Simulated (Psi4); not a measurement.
# wB97X/def2-SVPD (core potential) run of InH3Cl− ([InClH3]-)

What is the vertical ionisation energy of InH3Cl− ([InClH3]-) at wB97X/def2-SVPD (core potential)? 

Program for the calculation: Psi4 1.11.

**1. The system as given**

The species is InH3Cl− (5 atoms), meant as a singlet with charge -1. As SMILES, `[H][In-]([H])([H])[Cl]`. Geometry: a GFN2-xTB relaxation, a rough one for these elements and not checked as a minimum.

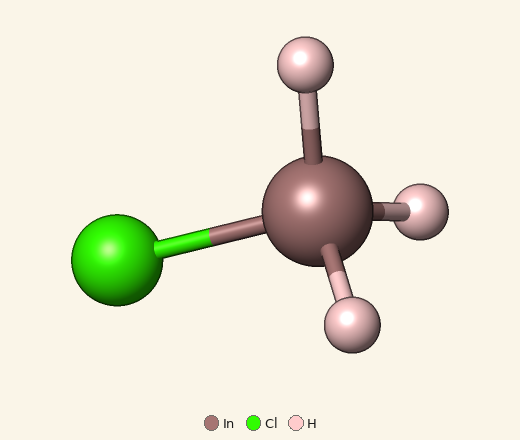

Viewed from a chosen angle; indium brown, chlorine green, hydrogen pink.

**2. The energy at wB97X/def2-SVPD (core potential)**

job.inp reads:

```
memory 1600 MB

molecule system {
  -1 1
  In
  Cl 1 r2
  H 1 r3 2 a3
  H 1 r4 3 a4 2 d4
  H 1 r5 4 a5 3 d5

  r2 = 2.339482
  r3 = 1.696865
  a3 = 106.60595
  r4 = 1.695885
  a4 = 111.90013
  d4 = 116.3316
  r5 = 1.696521
  a5 = 112.20044
  d5 = -127.19058
  symmetry c1
}

set {
  puream true
  e_convergence 1e-09
  d_convergence 1e-08
  scf_type pk
  dft_radial_points 99
  dft_spherical_points 590
}

E, wfn = energy("wb97x/def2-SVPD", return_wfn=True)
oeprop(wfn, "QUADRUPOLE", "MULLIKEN_CHARGES", "LOWDIN_CHARGES", title="WB97X")
```

Started as:

```
psi4 job.inp job.out -n 1
```

job.out:

```text
[...]
    !!!  WARNING: ECP capability is in beta. Please check occupations closely.  !!!
[...]
  Running in c1 symmetry.
[...]
  Nuclear repulsion =  109.245152469583431
[...]
  Multiplicity = 1
[...]
  Nalpha       = 21
  Nbeta        = 21
[...]
    Number of basis functions: 83
[...]
   @RKS iter   1:  -651.98452978228613   -1.12029e+00   5.30604e-03 ADIIS/DIIS
[...]
   @RKS iter  10:  -652.11090955066379   -4.70664e-11   7.37322e-09 DIIS
[...]
    Orbital Energies [Eh]
    ---------------------
    Doubly Occupied:
       1A   -101.256220     2A     -9.327836     3A     -7.092154
       4A     -7.088066     5A     -7.088065     6A     -4.573808
       7A     -2.985990     8A     -2.981024     9A     -2.981011
      10A     -0.737690    11A     -0.677561    12A     -0.677517
      13A     -0.669239    14A     -0.669209    15A     -0.662201
      16A     -0.370738    17A     -0.239084    18A     -0.238992
      19A     -0.236470    20A     -0.181554    21A     -0.181216
[...]
  @RKS Final Energy:  -652.11090955066379
   => Energetics <=
    Nuclear Repulsion Energy =            109.2451524695834308
    One-Electron Energy =               -1198.5168626105287331
    Two-Electron Energy =                 470.8906947609045233
    DFT Exchange-Correlation Energy =     -33.7298941706230977
    Empirical Dispersion Energy =           0.0000000000000000
    VV10 Nonlocal Energy =                  0.0000000000000000
    Total Energy =                       -652.1109095506637914
[...]
 Multipole Moments:
 ------------------------------------------------------------------------------------
     Multipole            Electronic (a.u.)      Nuclear  (a.u.)        Total (a.u.)
 ------------------------------------------------------------------------------------
 L = 1.  Multiply by 2.5417464519 to convert [e a0] to [Debye]
 Dipole X            :          0.0093264           -0.0065474            0.0027790
 Dipole Y            :         -0.0108811            0.0071165           -0.0037645
 Dipole Z            :        -32.1431926           31.6860425           -0.4571501
 Magnitude           :                                                    0.4571740
 L = 2.  Multiply by 1.3450342976 to convert [e a0^2] to [Debye ang]
 Quadrupole XX       :        -50.1190247           14.1563326          -35.9626921
 Quadrupole XY       :          0.0401709           -0.0348672            0.0053036
[...]
  Mulliken Charges: (a.u.)
   Center  Symbol    Alpha    Beta     Spin     Total
       1    IN    10.59438 10.59438  0.00000 -0.18876
       2    CL     8.88394  8.88394  0.00000 -0.76787
       3     H     0.50725  0.50725  0.00000 -0.01451
       4     H     0.50714  0.50714  0.00000 -0.01428
       5     H     0.50729  0.50729  0.00000 -0.01458
   Total alpha = 21.00000, Total beta = 21.00000, Total charge = -1.00000
  Lowdin Charges: (a.u.)
   Center  Symbol    Alpha    Beta     Spin     Total
       1    IN    10.47619 10.47619  0.00000  0.04761
[...]
```

It took 12 s on 1 thread of Intel Xeon Platinum 8375C at 2.90GHz (Ice Lake), shared host; peak memory 0.97 GiB.

**3. Doublet neutral InH3Cl: energy and gradient at U-wB97X/def2-SVPD (core potential)**

clh3in.in reads:

```
memory 1600 MB

molecule geom {
  0 2
  In    -0.00406291     0.00117163    -0.33202488
  Cl     0.02418849    -0.03845593     4.08868703
  H      3.06284921     0.02528454    -1.26787395
  H     -1.54596605     2.66638466    -1.22064969
  H     -1.53700874    -2.65438490    -1.26811961
  units bohr
  symmetry c1
  no_reorient
  no_com
}

set {
  basis def2-SVPD
  reference uks
  puream true
  e_convergence 1e-09
  d_convergence 1e-08
  scf_type pk
  dft_radial_points 99
  dft_spherical_points 590
  maxiter 200
}

e_tot, wfn = gradient('wb97x', return_wfn=True)
```

Started as:

```
psi4 -n 1 clh3in.in clh3in.out
```

clh3in.out, cut to the lines that bear on the results:

```text
[...]
    !!!  WARNING: ECP capability is in beta. Please check occupations closely.  !!!
[...]
  Running in c1 symmetry.
[...]
  Nuclear repulsion =  109.245162326326806
[...]
  Multiplicity = 2
[...]
  Nalpha       = 21
  Nbeta        = 20
[...]
    Number of basis functions: 83
[...]
   @UKS iter   1:  -651.86556087165582   -1.00006e+00   4.03089e-03 DIIS/ADIIS
[...]
   @UKS iter  41:  -651.92808994840539   -1.77806e-10   2.13142e-09 DIIS
[...]
   @S^2 Observed:                7.675578293E-01
[...]
  @UKS Final Energy:  -651.92808994840539
   => Energetics <=
    Nuclear Repulsion Energy =            109.2451623263268061
    One-Electron Energy =               -1189.2805474581909948
    Two-Electron Energy =                 461.7025568176166530
    DFT Exchange-Correlation Energy =     -33.5952616341579002
    Empirical Dispersion Energy =           0.0000000000000000
    VV10 Nonlocal Energy =                  0.0000000000000000
    Total Energy =                       -651.9280899484053862
[...]
 Multipole Moments:
 ------------------------------------------------------------------------------------
     Multipole            Electronic (a.u.)      Nuclear  (a.u.)        Total (a.u.)
 ------------------------------------------------------------------------------------
 L = 1.  Multiply by 2.5417464519 to convert [e a0] to [Debye]
 Dipole X            :          0.0941394            0.3057576            0.3998970
 Dipole Y            :          0.9255900           -0.5918623            0.3337278
 Dipole Z            :        -59.6871169           58.7785138           -0.9086032
 Magnitude           :                                                    1.0473068
[...]
  -Total Gradient:
     Atom            X                  Y                   Z
    ------   -----------------  -----------------  -----------------
       1        0.028582733422     0.022936317585    -0.002139805116
       2       -0.002863829246    -0.002189706227    -0.015491968192
       3       -0.021786754386    -0.009456675137     0.008285517410
       4       -0.004076883758    -0.022266608923     0.005913041786
       5        0.000186901445     0.011100048329     0.003018102087
[...]
```

It took 67 s on 1 thread of Intel Xeon Platinum 8375C at 2.90GHz (Ice Lake), shared host; peak memory 0.96 GiB.

**4. Outcome**

At wB97X/def2-SVPD (core potential):

```
                                                              quantity          value
                                         singlet InH3Cl−: total energy  -652.11091 Eh
                                          singlet InH3Cl−: HOMO energy       -4.93 eV
                                          singlet InH3Cl−: LUMO energy        4.91 eV
singlet InH3Cl−: HOMO–LUMO gap (to an unbound level, set by the basis)        9.84 eV
                                  doublet neutral InH3Cl: total energy  -651.92809 Eh
                                 doublet neutral InH3Cl: dipole moment         2.66 D
            doublet neutral InH3Cl: HOMO energy (highest over α and β)      -10.21 eV
             doublet neutral InH3Cl: LUMO energy (lowest over α and β)       -5.05 eV
                                          doublet neutral InH3Cl: ⟨S²⟩          0.768
                      doublet neutral InH3Cl: largest force on an atom     1.888 eV/Å
                   vertical detachment energy (to the doublet neutral)       4.975 eV
```

In words: Removing an electron at fixed nuclei costs 4.97 eV (115 kcal/mol). The negative HOMO energy of the first species, 4.93 eV, lies 0.04 eV below that difference.
